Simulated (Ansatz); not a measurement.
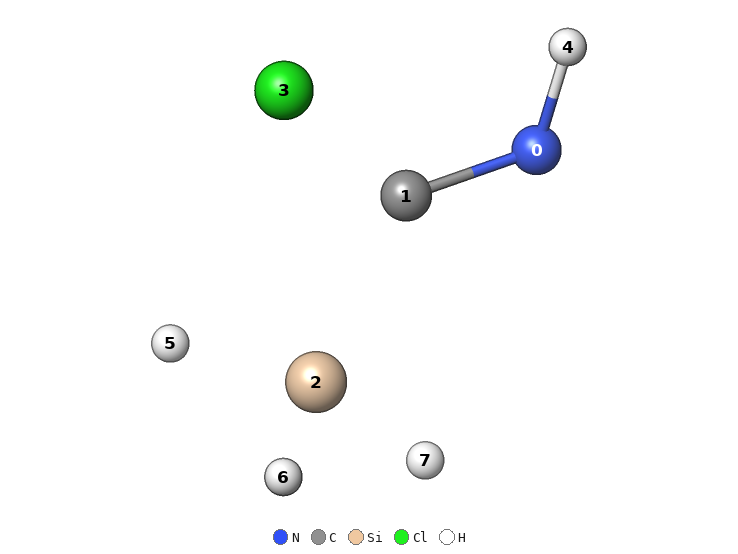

The structure as it stands in the input. Atoms are numbered from 0, in the order of the input.

The calculation was set up as follows.

```yaml
crystal:
  periodic: [false, false, false]
  atoms:
    - {symbol: N, position_ang: [-0.167453, 1.818397, -1.202384]}
    - {symbol: C, position_ang: [-0.523151, 0.419218, -0.612540]}
    - {symbol: Si, position_ang: [0.816697, -0.747914, 0.950408]}
    - {symbol: Cl, position_ang: [-2.373873, -0.700699, -1.164076]}
    - {symbol: H, position_ang: [-1.025695, 2.271897, -2.029841]}
    - {symbol: H, position_ang: [1.278200, -2.375622, 0.194614]}
    - {symbol: H, position_ang: [-0.204421, -1.028207, 2.471101]}
    - {symbol: H, position_ang: [2.314820, 0.271679, 1.322969]}
basis:
  gaussian: {orbitals: ANO-RCC-VTZP, nuclear_model: gaussian}
hamiltonian: {xc: {name: r2SCAN}, dispersion: rvv10}
output: {forces: true}
```

Command:

```sh
ansatz run in.yaml --threads 2 --pin off --events-out ev --progress --plain --max-ram 4352MiB
```

Result:

```
Functional definition: r2SCAN+rVV10
  name "r2SCAN+rVV10"
  cite "Furness, Kaplan, Ning, Perdew & Sun, J. Phys. Chem. Lett. 11, 8208 (2020) doi:10.1021/acs.jpclett.0c02405"
  cite "Furness, Kaplan, Ning, Perdew & Sun, J. Phys. Chem. Lett. 11, 9248 (2020) doi:10.1021/acs.jpclett.0c03077"
  cite "Vydrov & Van Voorhis, J. Chem. Phys. 133, 244103 (2010) doi:10.1063/1.3521275"
  cite "Sabatini, Gorni & de Gironcoli, Phys. Rev. B 87, 041108(R) (2013) doi:10.1103/PhysRevB.87.041108"
  cite "Ning et al., Phys. Rev. B 106, 075422 (2022) doi:10.1103/PhysRevB.106.075422"
  parent "r2scan"
  parameter k0 = 0.174
  parameter k1 = 0.065
  parameter a1 = 4.9479
  exchange = r2scan_x(k0 = k0, k1 = k1, a1 = a1)
  correlation = r2scan_c + rvv10(11.95, 0.0093)
1346 factors; their error is unknown
mean field evaluation 1: about -23032.3404 eV, gradient 5.1e1 eV
mean field evaluation 2: about -22952.3984 eV, gradient 1.4e2 eV
mean field evaluation 4: about -23037.2202 eV, gradient 1.6e1 eV
mean field evaluation 8: about -23038.0132 eV, gradient 2.0e-1 eV
mean field evaluation 16: about -23037.9771 eV, gradient 5.9e-3 eV
mean field -23037.97706748 eV, -846.6300415282 hartree, gradient 7.8e-5 eV, S^2 0.000000; 0 other end points of the search recorded, 0 dependent functions left out
the calculation of the forces begins
reference -23037.97708900 eV, -846.6300423192 hartree; 24, 24 occupied and 160, 160 virtual orbitals, 1346 factors
Total energy: -23037.97708900 eV, -846.6300423192 hartree
Relativity: scalar
Atom 0 at    -0.167453     1.818397    -1.202384 Å, force    -4.554565    -6.372101     0.768371 eV/Å
Atom 1 at    -0.523151     0.419218    -0.612540 Å, force     1.078426     5.692142    -2.639317 eV/Å
Atom 2 at     0.816697    -0.747914     0.950408 Å, force    -0.002121    -0.230569     0.136550 eV/Å
Atom 3 at    -2.373873    -0.700699    -1.164076 Å, force     2.414531     1.437356     0.733651 eV/Å
Atom 4 at    -1.025695     2.271897    -2.029841 Å, force     2.826237    -2.254365     3.171896 eV/Å
Atom 5 at     1.278200    -2.375622     0.194614 Å, force    -0.838980     2.820312     1.185416 eV/Å
Atom 6 at    -0.204421    -1.028207     2.471101 Å, force     1.657546     0.550999    -2.647726 eV/Å
Atom 7 at     2.314820     0.271679     1.322969 Å, force    -2.581075    -1.643774    -0.708841 eV/Å
Dipole moment:     0.475752    -0.048834     0.339837 e Å
```

The calculation finished and met its thresholds.
